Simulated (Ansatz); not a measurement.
```xyz
5

B     0.0236    0.0000   -0.0874
H     0.0299    0.0000    1.0969
Cl    1.5363    0.0000   -0.9813
F    -1.1004    0.0000   -0.7425
F    -0.0217    0.0000    3.2244
```

The calculation used UHF/6-31G* (Ansatz 0.2.0).

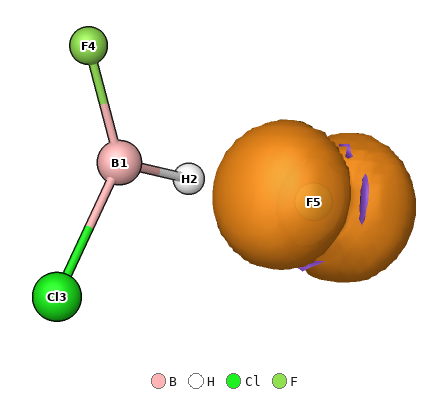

BClFH···F (doublet). Isosurfaces of the spin density (α minus β) at +0.03 (orange) and −0.03 e/Å³ (purple), seen at an oblique angle.

> Which atoms carry the spin?

The unpaired spin (1 electron) lies mostly on F5 (about 1.0), in electrons by Hirshfeld's partition.
